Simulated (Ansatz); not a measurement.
# AlFH4N2: the cost of one run

Program: Ansatz 0.2.0. Level of theory: RKS PBE0/def2-SVP. These are calculated values, not measurements.

## Step 1: Starting point

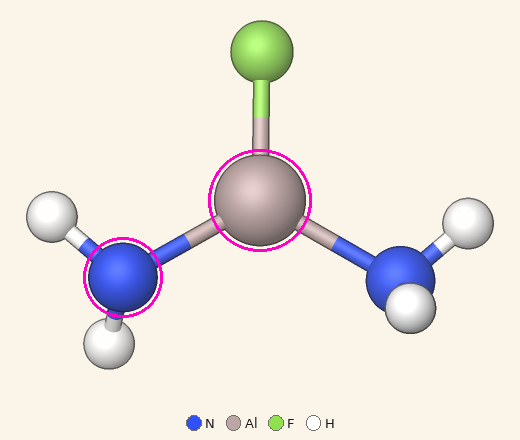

The starting structure, seen from a chosen angle (nitrogen blue, aluminium light grey, fluorine green, hydrogen white). Ringed: N1, Al2.

As a file:

```xyz
8

N    -0.3960    1.6035   -0.2445
Al   -0.1838   -0.2445   -0.3470
N     0.7840   -1.1303    1.0054
F    -0.7961   -1.1729   -1.7206
H    -1.0492    1.9007   -1.0835
H    -0.9959    1.8512    0.6096
H     1.8137   -0.7447    0.9883
H     0.9155   -2.1202    0.7364
```

## Step 2: End point A

Contents of input.yaml:

```yaml
crystal:
  periodic: [false, false, false]
  atoms:
    - { symbol: "N", position_ang: [-0.396, 1.6035, -0.2445] }
    - { symbol: Al, position_ang: [-0.1838, -0.2445, -0.347] }
    - { symbol: "N", position_ang: [0.784, -1.1303, 1.0054] }
    - { symbol: F, position_ang: [-0.7961, -1.1729, -1.7206] }
    - { symbol: H, position_ang: [-1.0492, 1.9007, -1.0835] }
    - { symbol: H, position_ang: [-0.9959, 1.8512, 0.6096] }
    - { symbol: H, position_ang: [1.8137, -0.7447, 0.9883] }
    - { symbol: H, position_ang: [0.9155, -2.1202, 0.7364] }
basis:
  gaussian: { orbitals: def2-SVP }
hamiltonian:
  xc: pbe0
relax:
  f_tol: 0.015
  max_steps: 40
```

Command:

```
$ ansatz run input.yaml --threads 1 --pin off --max-ram 2048MiB --backend cpu --events-out ev --progress --plain --runs-dir out
```

What time and memory should one allow on 1 thread of Intel Xeon at 2.70GHz, shared host?

About 35 s, with a peak of 0.16 GiB.
